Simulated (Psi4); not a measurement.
**SnH2O2 (SMILES [OH][Sn][OH]) at MP2/def2-QZVPPD (density fitting, core potential, density fitting for correlation, sweep point 7)**

What is the vertical ionisation energy of SnH2O2 at MP2/def2-QZVPPD (density fitting, core potential, density fitting for correlation, sweep point 7)? Input form: a Python script.

The results are computed with Psi4 1.11.

### Step 1. The molecule

SnH2O2 has 5 atoms, charge 0, and is taken as a singlet. As SMILES, `[OH][Sn][OH]`. The coordinates come from a PBE0-D4/def2-TZVP relaxation. This is one conformer, not always the lowest.

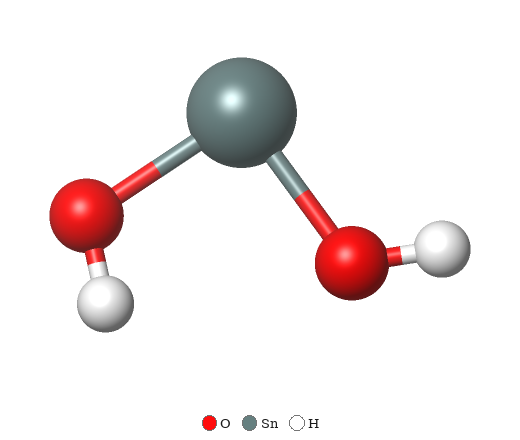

The structure, seen from a chosen angle (oxygen red, tin teal, hydrogen white).

### Step 2. A single-point energy at MP2/def2-QZVPPD (density fitting, core potential, density fitting for correlation, sweep point 7)

Input file run.py:

```python
import psi4

psi4.set_memory(1600000000)
psi4.set_num_threads(1)
psi4.set_output_file('h2o2sn.out', False)

m = psi4.geometry("""
O     -0.984300     0.177800    -0.613800
Sn    -0.153700    -0.943900     0.800900
O      1.561800     0.002900     0.636100
H     -1.901200    -0.005600    -0.831400
H      1.527200     0.695100    -0.033300
symmetry c1
""")

psi4.set_options({
    'basis': 'def2-QZVPPD',
    'reference': 'rhf',
    'puream': True,
    'scf_type': 'df',
    'num_frozen_docc': 6,
})

energy_value, wavefunction = psi4.energy("mp2", molecule=m, return_wfn=True)
print(f'total energy {energy_value:.8f} hartree = {energy_value * 27.211386:.5f} eV')
for k, v in sorted(psi4.core.scalar_variables().items()):
    print(f'{k:45s} {v:18.10f}')
```

Started as:

```sh
$ python run.py
```

h2o2sn.out:

```text
[...]
    !!!  WARNING: ECP capability is in beta. Please check occupations closely.  !!!
[...]
  Running in c1 symmetry.
[...]
  Nuclear repulsion =  127.037901285481269
[...]
  Multiplicity = 1
[...]
  Nalpha       = 20
  Nbeta        = 20
[...]
    Number of basis functions: 286
[...]
   @DF-RHF iter   1:  -364.05664307589143   -2.02114e+00   3.17995e-03 ADIIS/DIIS
[...]
   @DF-RHF iter  12:  -364.37659147965547   -6.84395e-11   5.29460e-09 DIIS
[...]
    Orbital Energies [Eh]
    ---------------------
    Doubly Occupied:
       1A    -20.534457     2A    -20.527977     3A     -5.871031
       4A     -4.064227     5A     -4.057620     6A     -4.054279
       7A     -1.360500     8A     -1.349681     9A     -1.329466
      10A     -1.325160    11A     -1.318318    12A     -1.276923
      13A     -1.240888    14A     -0.679505    15A     -0.638555
      16A     -0.545002    17A     -0.493145    18A     -0.493063
      19A     -0.467825    20A     -0.368499
[...]
  @DF-RHF Final Energy:  -364.37659147965547
   => Energetics <=
    Nuclear Repulsion Energy =            127.0379012854812686
    One-Electron Energy =                -838.8367420769724276
    Two-Electron Energy =                 347.4222493118356283
    Total Energy =                       -364.3765914796554739
[...]
 Multipole Moments:
 ------------------------------------------------------------------------------------
     Multipole            Electronic (a.u.)      Nuclear  (a.u.)        Total (a.u.)
 ------------------------------------------------------------------------------------
 L = 1.  Multiply by 2.5417464519 to convert [e a0] to [Debye]
 Dipole X            :         -7.2488408            6.3334203           -0.9154206
 Dipole Y            :        -19.1754967           18.6165279           -0.5589688
 Dipole Z            :         15.0492759          -14.9107793            0.1384966
 Magnitude           :                                                    1.0814907
[...]
```

The script printed:

```text
total energy -365.43317802 hartree = -9943.94326 eV
CURRENT CORRELATION ENERGY                         -1.0565865410
CURRENT ENERGY                                   -365.4331780206
CURRENT REFERENCE ENERGY                         -364.3765914797
CUSTOM SCS-MP2 CORRELATION ENERGY                  -0.9874763439
CUSTOM SCS-MP2 TOTAL ENERGY                      -365.3640678236
DD SOLVATION ENERGY                                 0.0000000000
HF KINETIC ENERGY                                 233.6140357893
HF POTENTIAL ENERGY                              -597.9906272690
HF TOTAL ENERGY                                  -364.3765914797
HF VIRIAL RATIO                                     2.5597375828
MP2 CORRELATION ENERGY                             -1.0565865410
MP2 DOUBLES ENERGY                                 -1.0565865410
MP2 OPPOSITE-SPIN CORRELATION ENERGY               -0.7330163426
MP2 SAME-SPIN CORRELATION ENERGY                   -0.3235701984
MP2 SINGLES ENERGY                                 -0.0000000000
MP2 TOTAL ENERGY                                 -365.4331780206
NUCLEAR REPULSION ENERGY                          127.0379012855
ONE-ELECTRON ENERGY                              -838.8367420770
PCM POLARIZATION ENERGY                             0.0000000000
PE ENERGY                                           0.0000000000
SCF ITERATION ENERGY                             -364.3765914797
SCF ITERATIONS                                     12.0000000000
SCF TOTAL ENERGY                                 -364.3765914797
SCS-MP2 CORRELATION ENERGY                         -0.9874763439
SCS-MP2 TOTAL ENERGY                             -365.3640678236
TWO-ELECTRON ENERGY                               347.4222493118
```

It took 19 s on 1 thread of Intel Xeon Platinum 8259CL at 2.50GHz (Skylake/Cascade Lake), shared host; peak memory 0.72 GiB.

### Step 3. The doublet cation

Input file h2o2sn.py:

```python
import psi4

psi4.set_memory('1600 MB')
psi4.set_num_threads(1)
psi4.core.set_output_file('run.log', False)

geom = psi4.geometry("""
1 2
O     -0.984300     0.177800    -0.613800
Sn    -0.153700    -0.943900     0.800900
O      1.561800     0.002900     0.636100
H     -1.901200    -0.005600    -0.831400
H      1.527200     0.695100    -0.033300
symmetry c1
""")

options = {'basis': 'def2-QZVPPD', 'reference': 'uhf', 'puream': True, 'scf_type': 'df', 'num_frozen_docc': 6, 'maxiter': 150}
psi4.set_options(options)

e, wfn = psi4.energy('mp2', return_wfn=True)
print(f'mp2 energy: {e:.10f} Eh')
for k, v in sorted(psi4.core.scalar_variables().items()):
    print(f'{k:45s} {v:18.10f}')
```

Started as:

```sh
$ python h2o2sn.py
```

run.log:

```text
[...]
    !!!  WARNING: ECP capability is in beta. Please check occupations closely.  !!!
[...]
  Running in c1 symmetry.
[...]
  Nuclear repulsion =  127.037901285481269
[...]
  Multiplicity = 2
[...]
  Nalpha       = 20
  Nbeta        = 19
[...]
    Number of basis functions: 286
[...]
   @DF-UHF iter   1:  -363.75968567828443   -1.72418e+00   2.91841e-03 DIIS/ADIIS
[...]
   @DF-UHF iter  24:  -364.04545097552005   -8.16271e-11   5.57345e-09 DIIS
[...]
   @S^2 Observed:                8.392161874E-01
[...]
    Orbital Energies [Eh]
    ---------------------
    Alpha Occupied:
       1A    -20.868275     2A    -20.748513     3A     -6.150606
       4A     -4.342512     5A     -4.338999     6A     -4.331771
       7A     -1.664448     8A     -1.618539     9A     -1.608150
      10A     -1.602261    11A     -1.597974    12A     -1.580060
      13A     -1.479722    14A     -0.973515    15A     -0.898773
      16A     -0.859036    17A     -0.805132    18A     -0.737492
      19A     -0.686761    20A     -0.653679
    Alpha Virtual:
      21A     -0.202917    22A     -0.142694    23A     -0.102330
      24A     -0.091187    25A     -0.055137    26A     -0.041000
[...]
  @DF-UHF Final Energy:  -364.04545097552005
   => Energetics <=
    Nuclear Repulsion Energy =            127.0379012854812686
    One-Electron Energy =                -828.2097690957115219
    Two-Electron Energy =                 337.1264168347101418
    Total Energy =                       -364.0454509755200547
  UHF NO Occupations:
  HONO-2 :   18  A 1.9991711
  HONO-1 :   19  A 1.9572295
[...]
 Multipole Moments:
 ------------------------------------------------------------------------------------
     Multipole            Electronic (a.u.)      Nuclear  (a.u.)        Total (a.u.)
 ------------------------------------------------------------------------------------
 L = 1.  Multiply by 2.5417464519 to convert [e a0] to [Debye]
 Dipole X            :         -7.7823419            6.3334203           -1.4489216
 Dipole Y            :        -19.0633384           18.6165279           -0.4468106
 Dipole Z            :         14.7159004          -14.9107793           -0.1948789
 Magnitude           :                                                    1.5287221
[...]
```

On the terminal:

```text
mp2 energy: -365.0507939430 Eh
CURRENT CORRELATION ENERGY                         -1.0053429674
CURRENT ENERGY                                   -365.0507939430
CURRENT REFERENCE ENERGY                         -364.0454509755
CUSTOM SCS-MP2 CORRELATION ENERGY                  -0.9370508685
CUSTOM SCS-MP2 TOTAL ENERGY                      -364.9825018440
DD SOLVATION ENERGY                                 0.0000000000
HF KINETIC ENERGY                                 233.4043003246
HF POTENTIAL ENERGY                              -597.4497513001
HF TOTAL ENERGY                                  -364.0454509755
HF VIRIAL RATIO                                     2.5597204099
MP2 CORRELATION ENERGY                             -1.0053429674
MP2 DOUBLES ENERGY                                 -1.0053429674
MP2 OPPOSITE-SPIN CORRELATION ENERGY               -0.6945421685
MP2 SAME-SPIN CORRELATION ENERGY                   -0.3108007989
MP2 SINGLES ENERGY                                 -0.0000000000
MP2 TOTAL ENERGY                                 -365.0507939430
NUCLEAR REPULSION ENERGY                          127.0379012855
ONE-ELECTRON ENERGY                              -828.2097690957
PCM POLARIZATION ENERGY                             0.0000000000
PE ENERGY                                           0.0000000000
SCF ITERATION ENERGY                             -364.0454509755
SCF ITERATIONS                                     24.0000000000
SCF TOTAL ENERGY                                 -364.0454509755
SCS-MP2 CORRELATION ENERGY                         -0.9370508685
SCS-MP2 TOTAL ENERGY                             -364.9825018440
TWO-ELECTRON ENERGY                               337.1264168347
```

Wall time 20 s (1 thread of Intel Xeon Platinum 8259CL at 2.50GHz (Skylake/Cascade Lake), shared host); peak memory 0.73 GiB.

### Step 4. Results

Level: MP2/def2-QZVPPD (density fitting, core potential, density fitting for correlation, sweep point 7), 6 core orbitals frozen.

```
                                                                  quantity          value
                                              singlet SnH2O2: total energy  -365.43318 Eh
                       singlet SnH2O2: HOMO energy (Hartree–Fock orbitals)      -10.03 eV
                       singlet SnH2O2: LUMO energy (Hartree–Fock orbitals)        0.43 eV
                     singlet SnH2O2: HOMO–LUMO gap (Hartree–Fock orbitals)       10.46 eV
               singlet SnH2O2: correlation energy (6 core orbitals frozen)    -1056.6 mEh
                                              doublet cation: total energy  -365.05079 Eh
doublet cation: HOMO energy (Hartree–Fock orbitals) (highest over α and β)      -17.61 eV
 doublet cation: LUMO energy (Hartree–Fock orbitals) (lowest over α and β)       -7.74 eV
               doublet cation: correlation energy (6 core orbitals frozen)    -1005.3 mEh
                         doublet cation: ⟨S²⟩ of the reference determinant          0.839
                        vertical ionisation energy (to the doublet cation)      10.405 eV
```

In words: Removing an electron at fixed nuclei costs 10.41 eV (1004 kJ/mol).
